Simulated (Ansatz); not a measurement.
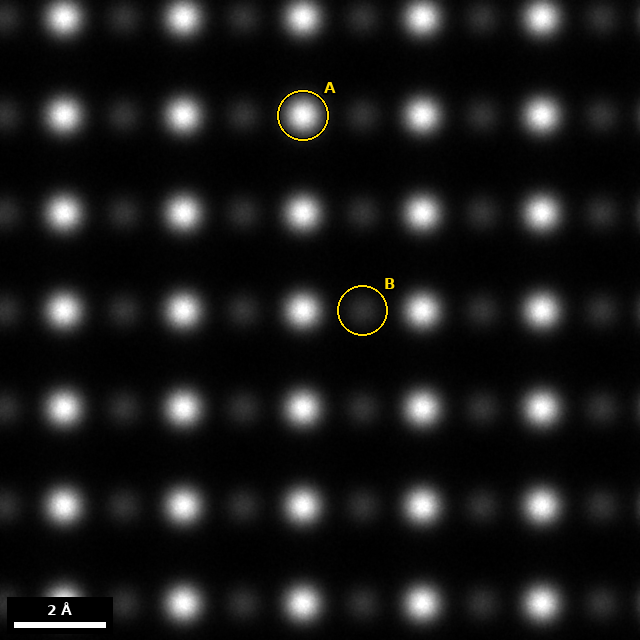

HAADF-like image of NiOs (P4/mmm, No. 123) along [101]. Simulated incoherent Z contrast: every atom adds Z^1.7 spread by a probe of 0.60 Å full width; channelling and multiple scattering are left out. The probe carries 15 % of its weight in a tail 2.5 times as wide. Shot noise was added. Structure: the end point of a relaxation with DFT PBE, scalar-relativistic, plane waves, PAW in Ansatz; the starting structure was generated, so it need not be a known form of this composition.

```
Ni Os
1.0
     2.61338    0.00000    0.00000
     0.00000    2.61338    0.00000
     0.00000    0.00000    3.70354
Ni Os
1 1
Direct
  0.00000 0.00000 0.00000
  0.50000 0.50000 0.50000
```

> Which atoms make up the marked columns?

A: Os (1 Os per 4.53 Å along the beam; the brightest kind). B: Ni (1 Ni per 4.53 Å along the beam; about 20 % of the brightest peak). Brightness is counted from the darkest point of the image.
